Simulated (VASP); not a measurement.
## Geometry relaxation of Li16B (part 7 of 7)

Continued. System: Li16B (defect cell, 17 atoms in the cell). Method: Kohn-Sham DFT of a periodic cell, PBE, VASP PAW PBE potentials, recommended, no spin polarisation (VASP 6.6.1); cutoff 520 eV, 2×2×2 k-mesh, fermi-dirac of 0.15 eV. It belongs to a series of runs on one base structure; here: start relaxed.

Geometry of the input (Å; fractional positions):
```
6.9800  0.0000  0.0000
0.0000  6.9800  0.0000
0.0000  0.0000  6.9800
Li 0.0000  0.0000  0.0000
Li 0.5000  0.0000  0.0000
Li 0.0000  0.5000  0.0000
Li 0.0000  0.0000  0.5000
Li 0.2500  0.2500  0.2500
Li 0.5000  0.5000  0.0000
Li 0.5000  0.0000  0.5000
Li 0.7500  0.2500  0.2500
Li 0.0000  0.5000  0.5000
Li 0.2500  0.7500  0.2500
Li 0.2500  0.2500  0.7500
Li 0.5000  0.5000  0.5000
Li 0.7500  0.7500  0.2500
Li 0.7500  0.2500  0.7500
Li 0.2500  0.7500  0.7500
Li 0.7500  0.7500  0.7500
B  0.1233  0.2478  -0.0063
```

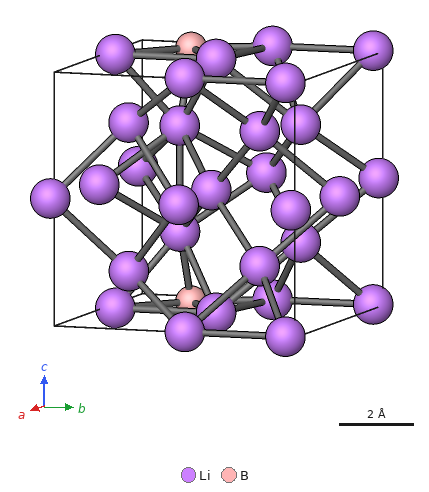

The geometry at step 12 of the log (ball-and-stick view of the cell of the calculation, seen slightly off an axis).

Trajectory as extended XYZ, continued
```
17
Lattice="6.9800 0.0000 0.0000 0.0000 6.9800 0.0000 0.0000 0.0000 6.9800" Properties=species:S:1:pos:R:3:forces:R:3 step=8 energy=-35.44331
Li    6.8294    6.7798    0.0070    0.0728  -0.1011  -0.0005
Li    3.1607    0.1740    6.9757   -0.0644   0.0150  -0.0024
Li    6.8385    3.6715    0.0035    0.0416   0.1758   0.0022
Li    0.0232    6.9430    3.4982   -0.0125  -0.0361  -0.0061
Li    1.8790    1.7453    1.9120   -0.0738   0.0004   0.1221
Li    3.1660    3.3158    6.9761   -0.0707  -0.0137  -0.0009
Li    3.6406    6.9130    3.4833   -0.0247   0.1939  -0.0034
Li    5.5610    1.7438    1.5647    0.0693  -0.0009  -0.0170
Li    0.0228    3.5287    3.4975   -0.0110   0.0354  -0.0057
Li    1.7242    5.2373    1.7878    0.0085  -0.0032   0.0414
Li    1.9094    1.7484    5.0229   -0.1264  -0.0030   0.0070
Li    3.6402    3.5570    3.4828   -0.0268  -0.1938  -0.0028
Li    5.0842    5.2326    1.8162    0.0321  -0.0008  -0.1984
Li    5.5761    1.7432    5.4159    0.0602  -0.0015   0.0169
Li    1.7218    5.2379    5.1972    0.0117  -0.0018  -0.0408
Li    5.0830    5.2331    5.1648    0.0243  -0.0005   0.1946
B     0.8407    1.7457    6.9705    0.0900  -0.0642  -0.1063
17
Lattice="6.9800 0.0000 0.0000 0.0000 6.9800 0.0000 0.0000 0.0000 6.9800" Properties=species:S:1:pos:R:3:forces:R:3 step=9 energy=-35.48643
Li    6.8388    6.7626    0.0077    0.0999  -0.0732  -0.0023
Li    3.1098    0.1981    6.9749   -0.0346  -0.0014  -0.0003
Li    6.8456    3.6952    0.0041    0.0947   0.0944   0.0007
Li    0.0240    6.9306    3.4988   -0.0302  -0.0373  -0.0037
Li    1.8639    1.7453    1.9212   -0.0804   0.0011   0.1404
Li    3.1149    3.2918    6.9756   -0.0365   0.0020  -0.0015
Li    3.6573    6.9398    3.4828   -0.0164   0.1787  -0.0015
Li    5.6120    1.7434    1.5393    0.0380   0.0003   0.0028
Li    0.0237    3.5411    3.4980   -0.0294   0.0367  -0.0035
Li    1.7232    5.2372    1.8019    0.0297  -0.0016   0.0370
Li    1.8938    1.7482    5.0194   -0.1148  -0.0002  -0.0493
Li    3.6564    3.5303    3.4823   -0.0176  -0.1780  -0.0008
Li    5.0687    5.2325    1.7892    0.0142   0.0001  -0.1702
Li    5.6280    1.7427    5.4411    0.0300  -0.0020  -0.0057
Li    1.7211    5.2382    5.1837    0.0316  -0.0021  -0.0402
Li    5.0662    5.2331    5.1913    0.0083   0.0000   0.1695
B     0.8537    1.7399    6.9650    0.0137  -0.0174  -0.0712
17
Lattice="6.9800 0.0000 0.0000 0.0000 6.9800 0.0000 0.0000 0.0000 6.9800" Properties=species:S:1:pos:R:3:forces:R:3 step=11 energy=-35.57193
Li    6.9053    6.6969    0.0093    0.1318   0.0141  -0.0038
Li    2.9247    0.2766    6.9725    0.0987  -0.0649   0.0047
Li    6.9105    3.7687    0.0056    0.1463  -0.0494  -0.0029
Li    0.0116    6.8764    3.5007   -0.1032  -0.0421  -0.0029
Li    1.7887    1.7458    1.9905   -0.0881  -0.0009   0.0369
Li    2.9278    3.2120    6.9742    0.0946   0.0615   0.0031
Li    3.7241    0.0884    3.4808    0.0278   0.0649   0.0002
Li    5.8020    1.7426    1.4529   -0.1062   0.0021   0.0776
Li    0.0118    3.5959    3.4998   -0.1046   0.0411  -0.0032
Li    1.7339    5.2376    1.8619    0.0992   0.0007   0.0357
Li    1.8191    1.7482    4.9637   -0.1027  -0.0025  -0.0562
Li    3.7214    3.4021    3.4806    0.0286  -0.0637   0.0009
Li    5.0037    5.2326    1.6645   -0.0316   0.0014  -0.0505
Li    5.8194    1.7411    5.5247   -0.1275   0.0016  -0.0917
Li    1.7328    5.2396    5.1263    0.0981   0.0007  -0.0319
Li    4.9957    5.2334    5.3150   -0.0328  -0.0004   0.0540
B     0.8684    1.7318    6.9533   -0.0284   0.0357   0.0300
17
Lattice="6.9800 0.0000 0.0000 0.0000 6.9800 0.0000 0.0000 0.0000 6.9800" Properties=species:S:1:pos:R:3:forces:R:3 step=12 energy=-35.57970
Li    6.9296    6.6869    0.0091    0.1113   0.0202  -0.0057
Li    2.9010    0.2823    6.9725    0.1051  -0.0502   0.0027
Li    6.9379    3.7720    0.0054    0.1049  -0.0118  -0.0058
Li    0.0028    6.8650    3.5009   -0.1129  -0.0453  -0.0029
Li    1.7693    1.7460    2.0169   -0.0927  -0.0020  -0.0513
Li    2.9032    3.2053    6.9743    0.1039   0.0503   0.0021
Li    3.7357    0.1201    3.4805    0.0419   0.0292  -0.0001
Li    5.8287    1.7427    1.4446   -0.1375   0.0018   0.0832
Li    0.0029    3.6076    3.5000   -0.1126   0.0433  -0.0010
Li    1.7422    5.2381    1.8738    0.1044   0.0020   0.0395
Li    1.8007    1.7485    4.9357   -0.1146  -0.0034   0.0543
Li    3.7326    3.3706    3.4804    0.0439  -0.0280   0.0009
Li    4.9911    5.2329    1.6356   -0.0341  -0.0020  -0.0241
Li    5.8453    1.7410    5.5316   -0.1656   0.0005  -0.0952
Li    1.7413    5.2400    5.1149    0.1086  -0.0025  -0.0402
Li    4.9823    5.2336    5.3443   -0.0353  -0.0022   0.0289
B     0.8543    1.7372    6.9558    0.0812   0.0002   0.0148
17
Lattice="6.9800 0.0000 0.0000 0.0000 6.9800 0.0000 0.0000 0.0000 6.9800" Properties=species:S:1:pos:R:3:forces:R:3 step=13 energy=-35.61563
Li    6.9602    6.6874    0.0079    0.0664   0.0174  -0.0060
Li    2.9138    0.2742    6.9730    0.0938  -0.0108   0.0034
Li    6.9684    3.7708    0.0042    0.0592  -0.0057  -0.0040
Li    6.9571    6.8521    3.5003   -0.0909  -0.0437  -0.0039
Li    1.7441    1.7457    2.0158   -0.0533  -0.0020  -0.0142
Li    2.9155    3.2131    6.9747    0.0923   0.0143   0.0025
Li    3.7481    0.1369    3.4804    0.0233   0.0182  -0.0002
Li    5.8105    1.7431    1.4583   -0.1069   0.0013   0.0287
Li    6.9573    3.6202    3.4999   -0.0907   0.0446  -0.0038
Li    1.7659    5.2386    1.8859    0.0939  -0.0009   0.0436
Li    1.7714    1.7479    4.9369   -0.0647  -0.0016   0.0249
Li    3.7452    3.3542    3.4805    0.0244  -0.0168   0.0005
Li    4.9800    5.2326    1.6208   -0.0207  -0.0029  -0.0168
Li    5.8211    1.7410    5.5150   -0.1185   0.0025  -0.0341
Li    1.7660    5.2397    5.1029    0.0936  -0.0015  -0.0427
Li    4.9706    5.2332    5.3602   -0.0239  -0.0018   0.0217
B     0.8657    1.7391    6.9597    0.0227  -0.0105   0.0002
17
Lattice="6.9800 0.0000 0.0000 0.0000 6.9800 0.0000 0.0000 0.0000 6.9800" Properties=species:S:1:pos:R:3:forces:R:3 step=15 energy=-35.64776
Li    0.0470    6.6887    0.0053   -0.0297   0.0150  -0.0063
Li    2.9417    0.2566    6.9742    0.0648   0.0673   0.0040
Li    0.0547    3.7682    0.0015   -0.0452   0.0256  -0.0035
Li    6.9013    6.8238    3.4992   -0.0436  -0.0441  -0.0029
Li    1.6891    1.7450    2.0133    0.0379  -0.0007   0.0800
Li    2.9422    3.2300    6.9756    0.0643  -0.0609   0.0039
Li    3.7751    0.1734    3.4802   -0.0187  -0.0088   0.0035
Li    5.7708    1.7439    1.4883   -0.0310   0.0012  -0.0823
Li    6.9016    3.6479    3.4996   -0.0414   0.0428  -0.0038
Li    1.8177    5.2399    1.9121    0.0527  -0.0052   0.0413
Li    1.7076    1.7467    4.9395    0.0220  -0.0020  -0.0410
Li    3.7728    3.3183    3.4808   -0.0187   0.0062   0.0026
Li    4.9556    5.2319    1.5885    0.0117  -0.0010  -0.0102
Li    5.7686    1.7411    5.4787   -0.0250   0.0015   0.0923
Li    1.8197    5.2390    5.0768    0.0502  -0.0025  -0.0497
Li    4.9451    5.2324    5.3948    0.0161  -0.0001   0.0076
B     0.8905    1.7433    6.9681   -0.0664  -0.0341  -0.0353
17
Lattice="6.9800 0.0000 0.0000 0.0000 6.9800 0.0000 0.0000 0.0000 6.9800" Properties=species:S:1:pos:R:3:forces:R:3 step=16 energy=-35.66132
Li    0.0537    6.6932    0.0029   -0.0323  -0.0522  -0.0019
Li    2.9666    0.2719    6.9756    0.0198   0.0485   0.0001
Li    0.0569    3.7749    6.9798   -0.0140   0.0074  -0.0021
Li    6.8760    6.8047    3.4981   -0.0260  -0.0193  -0.0019
Li    1.6874    1.7446    2.0357   -0.0030   0.0012  -0.0350
Li    2.9667    3.2164    6.9769    0.0181  -0.0491  -0.0007
Li    3.7759    0.1793    3.4812   -0.0059  -0.0154   0.0015
Li    5.7528    1.7444    1.4715   -0.0105   0.0007  -0.0541
Li    6.8770    3.6665    3.4984   -0.0258   0.0201  -0.0017
Li    1.8446    5.2387    1.9299    0.0262  -0.0008   0.0110
Li    1.6993    1.7458    4.9283    0.0153   0.0000   0.0019
Li    3.7737    3.3119    3.4816   -0.0067   0.0144   0.0021
Li    4.9534    5.2315    1.5782    0.0064   0.0016  -0.0019
Li    5.7494    1.7416    5.4969   -0.0066  -0.0007   0.0652
Li    1.8464    5.2381    5.0566    0.0254  -0.0001  -0.0201
Li    4.9439    5.2322    5.4049    0.0090   0.0022  -0.0012
B     0.8771    1.7344    6.9599    0.0107   0.0414   0.0388
```

Summary

```csv
quantity,value
outcome,converged
electrons treated,51
free energy,−35.6613 eV
gap on the k-point mesh,none (metallic)
pressure,−0.78 GPa
final volume,340.07 Å³
largest force (length of the vector) at the end,0.066 eV/Å
hardware,"1 thread of AMD EPYC (Zen 5), 450 GiB of memory available, shared host"
wall time,47 min
peak memory,0.41 GiB
```
